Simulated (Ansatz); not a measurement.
## Abstraction of F: C2H5FMg + CF3 → C2H5Mg + CF4

Species: C2H5FMg `C[CH2][Mg][F]`, singlet; CF3 (trifluoromethyl radical) `F[C](F)F`, doublet; C2H5Mg `C[CH2][Mg]`, doublet; CF4 (tetrafluoromethane) `FC(F)(F)F`, singlet. A radical takes F: the energy is the difference in strength between the Mg–F bond broken and the C–F bond made.

Shapes, held fixed at every level: PBE0-D4/def2-TZVP. Programs: Ansatz 0.2.0. The zero-point and thermal change to 298 K, harmonic and unscaled (PBE0-D4/def2-TZVP), is +3.0 kJ/mol.

| level | kind | ΔH(298 K) (kJ/mol) | less CCSD(T)/def2-TZVPP |
| --- | --- | --- | --- |
| SPW92/def2-TZVPP | LDA | +5.2 | -35.8 |
| B3LYP-D4/def2-TZVPP | global hybrid | +52.6 | +11.6 |
| wB97X-V/def2-TZVPP | range-separated hybrid | +50.3 | +9.3 |
| B2PLYP/def2-TZVPP | double hybrid | +57.6 | +16.6 |
| MP2/def2-SVP | perturbation theory | +39.8 | -1.2 |
| MP2/def2-TZVPP | perturbation theory | +45.9 | +4.9 |
| CCSD/def2-TZVPP | coupled cluster or CI | +43.5 | +2.5 |
| CCSD(T)/def2-TZVPP | coupled cluster or CI | +41.0 | 0.0 |

The highest level, CCSD(T)/def2-TZVPP, gives ΔH(298 K) = +41.0 kJ/mol; the levels span +5.2 to +57.6. The column of differences is taken from that level and isn't an error. No measured value is set beside it here. Open shells run unrestricted unless RO is named. Correlated rows may include outer-core shells of Mg, which these sets cover unevenly.

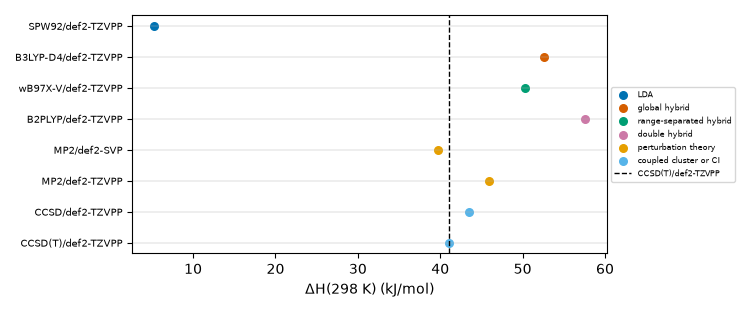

The values of the table, level by level.
